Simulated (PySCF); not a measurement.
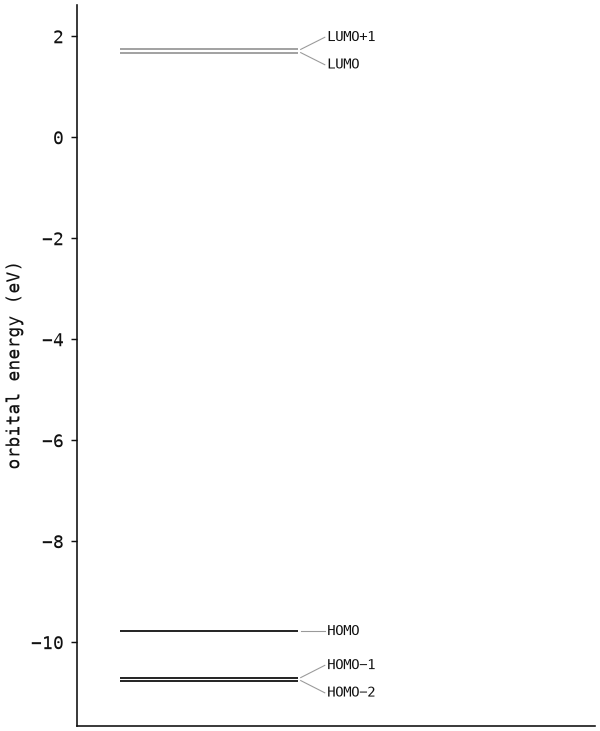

Kohn-Sham orbital energies near the frontier, LC-wPBE/def2-SVPD, PySCF, at a PBE0-D3(BJ)/def2-SVP geometry (no frequency check), isolated molecule; empty levels in grey, levels within 0.03 eV side by side.

Question: Which molecule has this level scheme?
A. C₂H₄Cl₂ (1,2-dichloroethane), SMILES ClCCCl
B. C₂H₂S (thioketene), SMILES C=C=S
C. C₃H₉GeNSi, SMILES NC[SiH2]C#[C][GeH3], singlet

Answer: Option C. HOMO −9.78 eV, LUMO 1.68 eV, separation 11.46 eV.

Caveats: one conformer of a flexible molecule; empty levels above zero depend strongly on the basis.
